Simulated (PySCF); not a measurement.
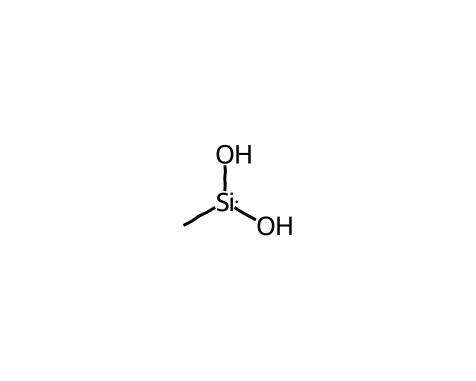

Charge 0, doublet. The computed structure is the end point of a GFN2-xTB optimisation. No frequency run is at hand to confirm it as a minimum. Properties computed with UKS B3LYP, pcH-1 on C H O Si, non-relativistic (PySCF 2.14.0).

Q: What is the ⟨S²⟩ of the determinant?

A: 0.751.

Q: Estimate the isotropic g value.

A: 2.00186.

The geometry is semi-empirical. Around Si such bond lengths and angles can be off by a tenth of an ångström or more and by several degrees, and values that hang on the shape move with them.
